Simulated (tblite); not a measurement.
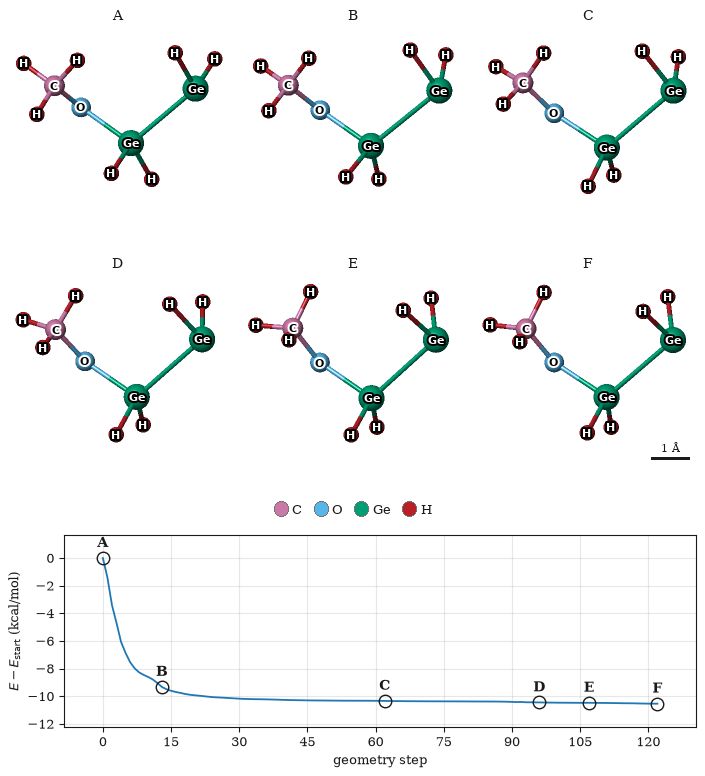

Frames of a relaxation of CH$_{7}$Ge$_{2}$O (multiplicity 2), marked on the history of the run. The picture is a ball-and-stick view, seen at a tilt.

These are results of GFN2-xTB geometry optimisation, gas phase in tblite 0.8.0, not measurements. 

> Describe the path.

Over 122 geometry steps the energy falls by 10.5 kcal/mol. The atom that moves furthest after the best rigid fit is an H atom (0.75 Å). Largest moves by element: H 0.75 Å, O 0.33 Å, Ge 0.24 Å, C 0.15 Å. Some distances before and after: Ge–Ge 2.386 → 2.485 Å, Ge–O 1.820 → 1.771 Å, Ge–H 1.534 → 1.571 Å, Ge–H 1.550 → 1.578 Å. Bond angles that change, for instance: C–O–Ge 106.8° → 128.0°, H–Ge–H 109.8° → 93.5°, Ge–Ge–H 109.1° → 122.1°. Groups turn about C–O by about 20°. From step 0 to 13: a Ge atom moves most (0.27 Å), energy −9.32 kcal/mol. From step 13 to 62: an H atom moves most (0.33 Å), energy −1.01 kcal/mol. From step 62 to 96: an H atom moves most (0.31 Å), energy −0.11 kcal/mol. From step 96 to 107: an H atom moves most (0.37 Å), energy −0.03 kcal/mol. From step 107 to 122: an H atom moves most (0.14 Å), energy −0.06 kcal/mol.

| step | E − E(0), kcal/mol |
| --- | --- |
| 0 | 0.00 |
| 1 | -1.40 |
| 2 | -3.40 |
| 3 | -4.69 |
| 4 | -6.06 |
| 5 | -6.87 |
| 6 | -7.53 |
| 7 | -7.98 |
| 8 | -8.28 |
| 9 | -8.46 |
| 10 | -8.61 |
| 16 | -9.69 |
| 22 | -9.99 |
| 28 | -10.13 |
| 34 | -10.21 |
| 39 | -10.25 |
| 45 | -10.30 |
| 51 | -10.31 |
| 57 | -10.32 |
| 63 | -10.34 |
| 69 | -10.36 |
| 75 | -10.37 |
| 81 | -10.38 |
| 87 | -10.38 |
| 93 | -10.43 |
| 98 | -10.46 |
| 104 | -10.47 |
| 110 | -10.48 |
| 116 | -10.51 |
| 122 | -10.54 |
